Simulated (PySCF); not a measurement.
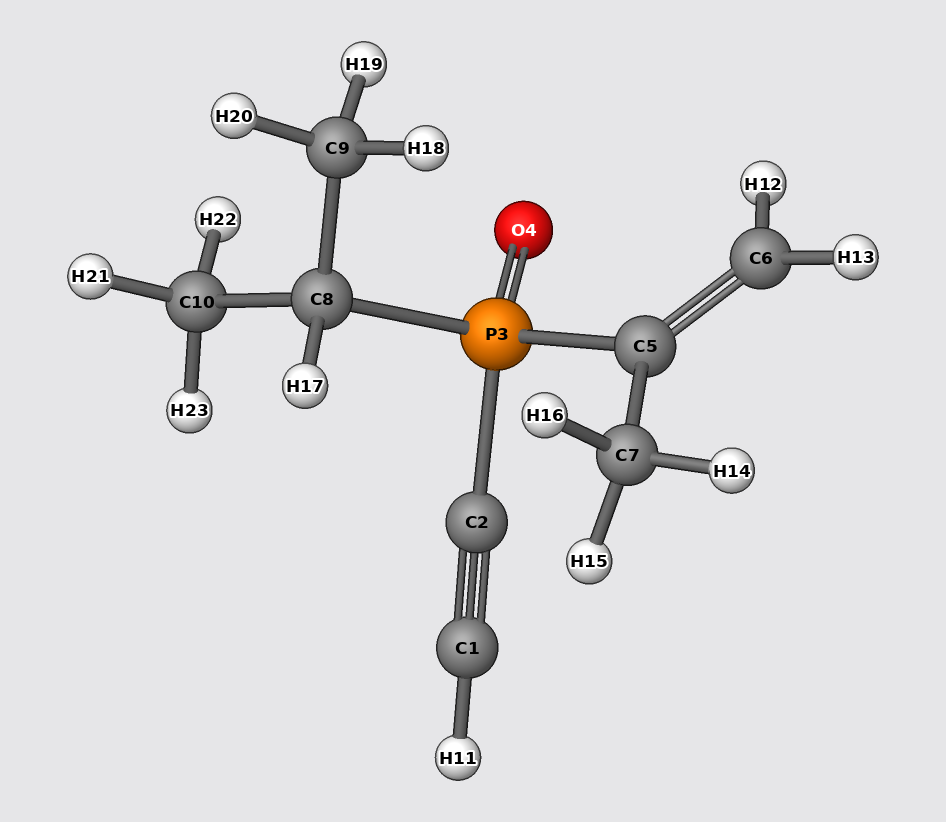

The questions are on isotropic NMR shieldings of the H atoms. Computed geometry: GFN2-xTB optimisation. No frequency run is at hand to confirm it as a minimum. Method: GIAO PBE0/pcSseg-1 NMR shielding, non-relativistic, gas phase (PySCF 2.14.0).

Q: Which H atom is the most shielded (lowest chemical shift)?

A: H18 (30.78 ppm).

Q: Which H atom is the least shielded (highest chemical shift)?

A: H12 (25.21 ppm).

Q: How wide is the range of H shifts?

A: 5.57 ppm.

List the isotropic NMR shieldings of the H atoms.

| atom | σ (ppm) |
| --- | --- |
| H11 | 29.48 |
| H12 | 25.21 |
| H13 | 25.35 |
| H14 | 29.63 |
| H15 | 29.45 |
| H16 | 30.01 |
| H17 | 30.03 |
| H18 | 30.78 |
| H19 | 30.44 |
| H20 | 30.74 |
| H21 | 30.59 |
| H22 | 30.11 |
| H23 | 29.99 |

The geometry is semi-empirical. Around P such bond lengths and angles can be off by a tenth of an ångström or more and by several degrees, and values that hang on the shape move with them.
